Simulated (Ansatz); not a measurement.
ClH₄OSi₂ (doublet)

```yaml
atoms:
  - { symbol: Cl, position_ang: [-0.8354, -0.3687, -3.4493] }
  - { symbol: O, position_ang: [0.7889, 0.9087, -1.2069] }
  - { symbol: Si, position_ang: [-0.2859, 1.1287, 0.0587] }
  - { symbol: Si, position_ang: [0.9323, 0.5116, -2.8006] }
  - { symbol: H, position_ang: [-1.0398, -0.1423, 0.3076] }
  - { symbol: H, position_ang: [0.5253, 1.4999, 1.2590] }
  - { symbol: H, position_ang: [1.1565, 1.7327, -3.6100] }
  - { symbol: H, position_ang: [2.0305, -0.4693, -2.9600] }
```

Geometry: B3LYP-D3(BJ)/def2-SVP.

All numbers below come from isolated molecule in a Gaussian basis; Kohn-Sham density functional theory, functional PBE0 in Ansatz 0.2.0.

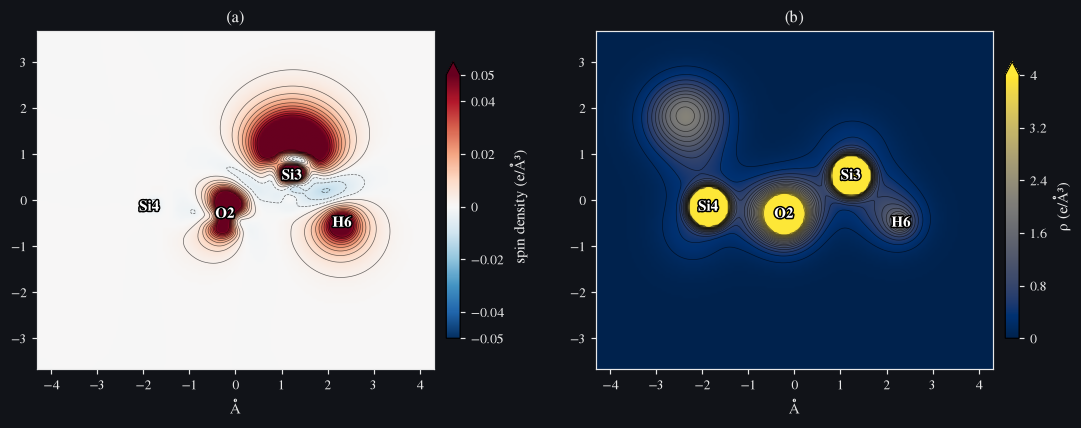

Figure 1. (a) spin density (α minus β); (b) total electron density on the plane of atoms Si3, O2 and Si4.

Interpret the plot.

Answer. The section cuts through O, Si and H sites.
Si–O (1.65 Å): ρ at the midpoint is about 1.1 e/Å³.
Si–H (1.50 Å): ρ at the midpoint is about 0.81 e/Å³.
The unpaired spin (1 electron) lies mostly on Si3 (about 0.8) and O2 (about 0.1), in electrons by Hirshfeld's partition.

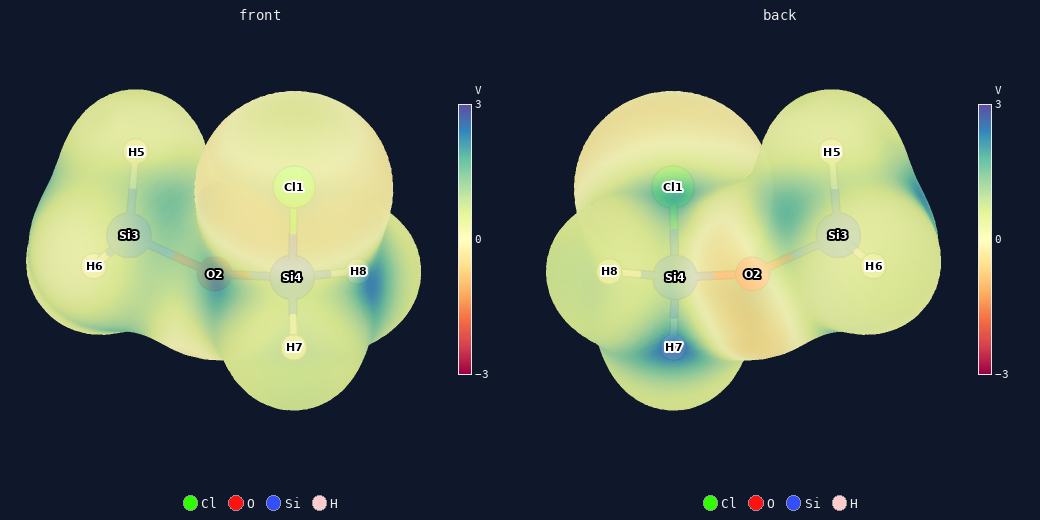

Figure 2. The electrostatic potential painted on the density surface at 0.004 e/bohr³, seen from the front and from behind; the colour scale runs from red (negative) to blue (positive).

Describe the electrostatic potential map.

Answer. The most negative region (about −0.5 V, or −12 kcal/mol for a unit charge) lies over O2, the most positive (about +2.4 V, or +55 kcal/mol for a unit charge) over Si4. Cl1 shows a σ-hole: about +0.4 V, or +9 kcal/mol for a unit charge at the tip opposite its bond, against about −0.2 V on its flanks.

What dipole moment does the calculation give?

Answer. Its dipole moment is 0.95 D.

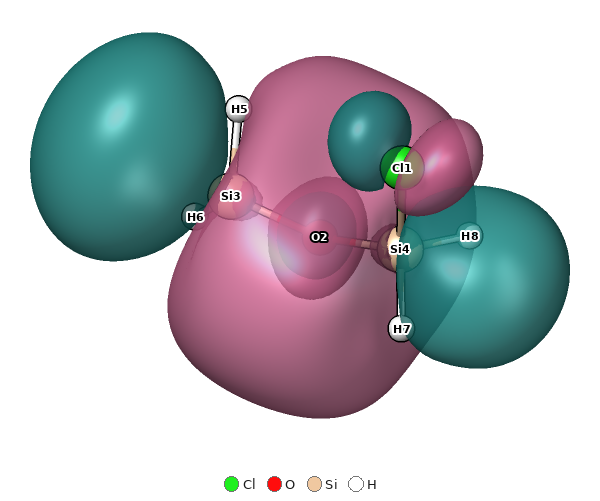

Figure 3. The LUMO (α) at ±0.04 Å⁻³ᐟ² (teal and pink are the two phases), seen at a tilt.

Describe this orbital and give its energy.

Answer. Its weight (Hirshfeld) is mainly on Si3 (about 45 %), Si4 (about 25 %) and O2 (about 10 %). Its energy is −0.49 eV.
